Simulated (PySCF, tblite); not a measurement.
Breaking a bond: SMILES CO (CH₄O). The O2–H6 bond (O2 also carries C; H6 carries nothing else) is varied alone, starting from the PBE0/def2-TZVP optimised geometry.

```
6

C      0.0000     1.3363    -0.4471
O      0.0000     0.0000     0.0000
H      0.8910     1.8864    -0.1201
H      0.0004     1.3085    -1.5371
H     -0.8914     1.8862    -0.1207
H      0.0000     0.0000     0.9592
```

Computed with: UCCSD = CCSD on UHF/cc-pVDZ, 2 core orbitals frozen (PySCF 2.14.0); CASSCF(2,2)/cc-pVDZ (PySCF); RCCSD(T) = PySCF with CCSD(T) on RHF/cc-pVDZ, 2 core orbitals frozen; RKS-PBE = restricted PBE/cc-pVDZ in PySCF; GFN2-xTB, 300 K electronic temperature (tblite).

Energies are in kcal/mol, each relative to the lowest point of its own curve near equilibrium.

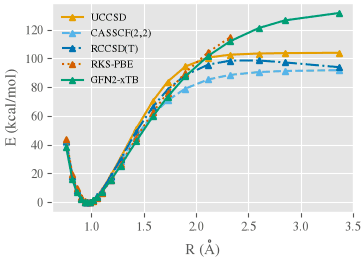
Energy against bond length for each method.

```json
[
 {"R / Å": "0.76", "UCCSD": "42.4", "CASSCF(2,2)": "41.9", "RCCSD(T)": "42.7", "RKS-PBE": "44.1", "GFN2-xTB": "38.5"},
 {"R / Å": "0.82", "UCCSD": "17.9", "CASSCF(2,2)": "17.8", "RCCSD(T)": "18.2", "RKS-PBE": "19.4", "GFN2-xTB": "15.7"},
 {"R / Å": "0.86", "UCCSD": "8.4", "CASSCF(2,2)": "8.4", "RCCSD(T)": "8.6", "RKS-PBE": "9.5", "GFN2-xTB": "7.2"},
 {"R / Å": "0.90", "UCCSD": "2.9", "CASSCF(2,2)": "2.9", "RCCSD(T)": "3.0", "RKS-PBE": "3.6", "GFN2-xTB": "2.4"},
 {"R / Å": "0.94", "UCCSD": "0.4", "CASSCF(2,2)": "0.4", "RCCSD(T)": "0.4", "RKS-PBE": "0.6", "GFN2-xTB": "0.3"},
 {"R / Å": "0.96", "UCCSD": "0.0", "CASSCF(2,2)": "0.0", "RCCSD(T)": "0.0", "RKS-PBE": "0.0", "GFN2-xTB": "0.0"},
 {"R / Å": "0.99", "UCCSD": "0.4", "CASSCF(2,2)": "0.3", "RCCSD(T)": "0.3", "RKS-PBE": "0.0", "GFN2-xTB": "0.3"},
 {"R / Å": "1.02", "UCCSD": "1.7", "CASSCF(2,2)": "1.5", "RCCSD(T)": "1.5", "RKS-PBE": "0.9", "GFN2-xTB": "1.4"},
 {"R / Å": "1.06", "UCCSD": "4.5", "CASSCF(2,2)": "4.2", "RCCSD(T)": "4.3", "RKS-PBE": "3.1", "GFN2-xTB": "3.8"},
 {"R / Å": "1.10", "UCCSD": "8.2", "CASSCF(2,2)": "7.7", "RCCSD(T)": "7.9", "RKS-PBE": "6.3", "GFN2-xTB": "6.8"},
 {"R / Å": "1.19", "UCCSD": "18.9", "CASSCF(2,2)": "17.6", "RCCSD(T)": "18.3", "RKS-PBE": "15.6", "GFN2-xTB": "15.4"},
 {"R / Å": "1.28", "UCCSD": "30.9", "CASSCF(2,2)": "28.4", "RCCSD(T)": "30.0", "RKS-PBE": "26.3", "GFN2-xTB": "25.2"},
 {"R / Å": "1.43", "UCCSD": "51.1", "CASSCF(2,2)": "45.8", "RCCSD(T)": "49.1", "RKS-PBE": "44.7", "GFN2-xTB": "42.3"},
 {"R / Å": "1.59", "UCCSD": "70.5", "CASSCF(2,2)": "60.9", "RCCSD(T)": "66.5", "RKS-PBE": "62.6", "GFN2-xTB": "59.7"},
 {"R / Å": "1.73", "UCCSD": "83.7", "CASSCF(2,2)": "70.7", "RCCSD(T)": "78.3", "RKS-PBE": "76.2", "GFN2-xTB": "73.3"},
 {"R / Å": "1.90", "UCCSD": "94.4", "CASSCF(2,2)": "79.0", "RCCSD(T)": "88.3", "RKS-PBE": "90.1", "GFN2-xTB": "87.5"},
 {"R / Å": "2.12", "UCCSD": "100.6", "CASSCF(2,2)": "85.3", "RCCSD(T)": "95.7", "RKS-PBE": "104.4", "GFN2-xTB": "101.8"},
 {"R / Å": "2.33", "UCCSD": "102.5", "CASSCF(2,2)": "88.5", "RCCSD(T)": "98.4", "RKS-PBE": "114.7", "GFN2-xTB": "112.0"},
 {"R / Å": "2.60", "UCCSD": "103.4", "CASSCF(2,2)": "90.4", "RCCSD(T)": "98.5", "RKS-PBE": "—", "GFN2-xTB": "121.0"},
 {"R / Å": "2.85", "UCCSD": "103.6", "CASSCF(2,2)": "91.2", "RCCSD(T)": "97.2", "RKS-PBE": "—", "GFN2-xTB": "126.4"},
 {"R / Å": "3.37", "UCCSD": "103.9", "CASSCF(2,2)": "91.8", "RCCSD(T)": "93.8", "RKS-PBE": "—", "GFN2-xTB": "131.6"}
]
```

At the longest distance, 3.37 Å, GFN2-xTB lies highest above its minimum (131.6 kcal/mol) and CASSCF(2,2) lowest (91.8 kcal/mol).

The RCCSD(T) curve passes through a maximum at 2.60 Å and then falls by 4.7 kcal/mol up to the last usable point.

A dash means that the run gave no value there, or that the column was ended at a point which the program doubted or which failed a test of continuity chosen for this set; such a test can also cut sound points.

The unrestricted determinant behind UCCSD is spin-contaminated at 1.43 to 3.37 Å (<S²> up to 1.0, against 0.00 for a pure singlet). The restricted form behind RKS-PBE keeps the bonding electrons paired and can't separate into open-shell fragments.
